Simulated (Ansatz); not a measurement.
**Effect of N → C on YN**

Take YN in the rock salt structure (space group Fm-3m, No. 225; a = 4.856 Å) as the base.

Perturbation: C takes the place of N on all its sites, then cell and atoms are relaxed.

The values are results of PBEsol (Ansatz, a first-principles code, PAW, spin-orbit coupling left out), not measurements. k-mesh 16×16×16 (Γ-centred); smearing 0.05 eV (Fermi–Dirac), for the changed cell.

```json
{
 "volume_per_atom": "15.94 Å³ (base 14.31 Å³)",
 "lattice_parameter_a": "9.511 bohr (base 9.177 bohr)",
 "shortest_interatomic_distance": "4.755 bohr (base 4.588 bohr)",
 "band_gap": "zero (base 0.08 eV)"
}
```

Final structure:

```
CELL_PARAMETERS angstrom
      0.00000     2.51645     2.51645
      2.51645     0.00000     2.51645
      2.51645     2.51645     0.00000
ATOMIC_POSITIONS crystal
  C  0.00000 0.00000 0.00000
  Y  0.50000 0.50000 0.50000
```

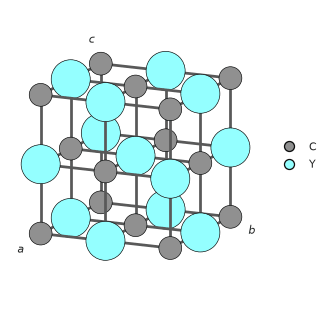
*The relaxed conventional cell after the change*

Stability against distortions was not tested. For YC in this form, whether it has been made was not checked. The final runs are not spin-polarised. An odd electron count without spin: YC. YC has a high density of states at the Fermi level and may be magnetic at this level. A zero or small gap of YN can be the functional's error rather than a property of the material.
